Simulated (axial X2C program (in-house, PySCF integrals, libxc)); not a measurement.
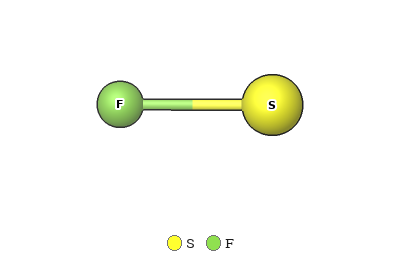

**Figure 1.** The molecule at the reference distance of 1.606 Å.

**SF: relativistic diatomic calculation**

SF, single determinant with M_S = 1/2 and |Λ| = 1. Computed at this level: HF, spin-free X2C-1e, S dyall-av3z, F dyall-av3z (cores contracted) (axial X2C program (in-house, PySCF integrals, libxc)).

The program's output:
```
spin-free X2C-1e  HF
basis functions 116  fitting functions 591  grid points 4355
iter        total energy     max residual
   1       -498.130559858     8.77e-02
   2       -498.147149922     7.78e-03
   3       -498.148159871     6.80e-03
   4       -498.148428781     1.85e-03
   5       -498.148528121     1.39e-03
   6       -498.148560780     5.29e-04
   7       -498.148567379     1.18e-04
   8       -498.148568249     5.93e-05
   9       -498.148568453     3.07e-05
  10       -498.148568524     1.19e-05
  11       -498.148568536     2.68e-06
  12       -498.148568537     8.76e-07
converged
one-electron -784.58789102  Coulomb 274.20658539  exact exchange -35.21528183  xc functional 0.00000000  nuclear repulsion 47.44801891
correlated 13  virtual 195  natural virtual 90  E(MP2) -0.418755625  MP2 remainder -0.018668504
iter   CCSD correlation   residual
   1     -0.405394434   1.26e-01
   2     -0.416149957   5.00e-02
   3     -0.419098256   2.01e-02
   4     -0.419106083   7.03e-03
   5     -0.419224536   3.30e-03
   6     -0.419242957   1.28e-03
   7     -0.419241286   4.26e-04
   8     -0.419247084   1.54e-04
   9     -0.419244920   6.19e-05
  10     -0.419245322   2.06e-05
  11     -0.419244839   8.45e-06
  12     -0.419244823   3.80e-06
(T) -0.015015868528202258  T1 0.0232  D1 0.0612  max T2 0.075
```

The points of the curve:

| R (Å) | E (hartree) | dipole (D; origin at the first atom, positive when the second is positive) | highest filled (eV) | lowest empty (eV) |
| --- | --- | --- | --- | --- |
| 1.397 | −498.118310 | 0.17 | −9.37 | 0.38 |
| 1.462 | −498.138062 | −0.26 | −9.67 | 0.17 |
| 1.510 | −498.145756 | −0.56 | −9.89 | 0.02 |
| 1.558 | −498.148916 | −0.86 | −10.10 | −0.14 |
| 1.606 | −498.148569 | −1.16 | −10.29 | −0.28 |
| 1.662 | −498.144820 | −1.48 | −10.50 | −0.44 |
| 1.718 | −498.138419 | −1.80 | −10.70 | −0.59 |
| 1.791 | −498.127488 | −2.19 | −10.94 | −0.77 |
| 1.879 | −498.111724 | −2.55 | −11.16 | −0.93 |
| 2.007 | −498.085829 | −3.26 | −11.56 | −1.24 |

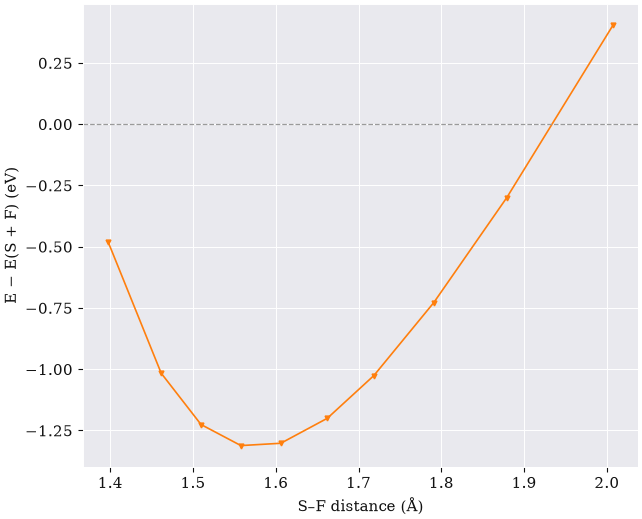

**Figure 2.** Energy at 10 bond lengths, for one set of occupations held fixed; the line joins the points. A polynomial of degree 6 through 9 points gives rₑ = 1.576 Å, ωₑ = 917.8 cm⁻¹, ωₑxₑ = 3.8 cm⁻¹ and Bₑ = 0.5695 cm⁻¹. The minimum lies 1.32 eV below S + F, each computed as one determinant at the same level.

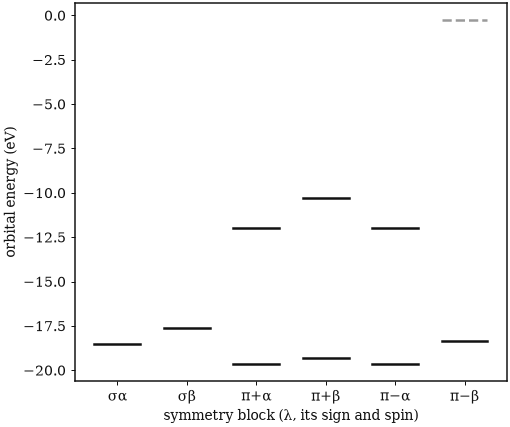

**Figure 3.** Orbital energies near the frontier at 1.61 Å, filled (solid) and empty (dashed); a label such as π−α means λ = −1 and α spin. The highest filled orbital (π+β; 83 % S p, 8 % F p) lies at −10.29 eV, the lowest empty one (π−β; 84 % S p, 7 % F p) at −0.28 eV.

The input:
```
{"zs": [16, 9], "q": 0, "bas": ["dyall-av3z", "dyall-av3z"], "levels": ["PBE0", "HF", "r2SCAN0"], "cc": true, "r0": 1.67, "thr": -2.0, "nmax": 90, "npts": 10, "nst": 2, "ntry": 6}
```

The line is the task of a batch: nuclear charges, charge, bases, the levels to run, a first guess of the distance and further settings. This report covers HF without spin-orbit coupling. The log is that of the reference distance 1.606 Å.

The run was one of a batch that the task file lists, launched with:
```bash
python <driver script> task.json out
```

Results in brief:

| quantity | value |
| --- | --- |
| outcome | converged |
| bond length rₑ | 1.576 Å |
| ωₑ | 917.8 cm⁻¹ |
| energy at the minimum | −498.14915 hartree |
| largest ⟨S²⟩ along the curve | 0.78 |
| hardware | 1 CPU thread, shared host |
| wall time | 0.98 s |

Notes:

Hartree–Fock lacks correlation, so it usually binds too weakly. Caveats: at long range the curve rises above S + F, so this determinant doesn't dissociate to them.
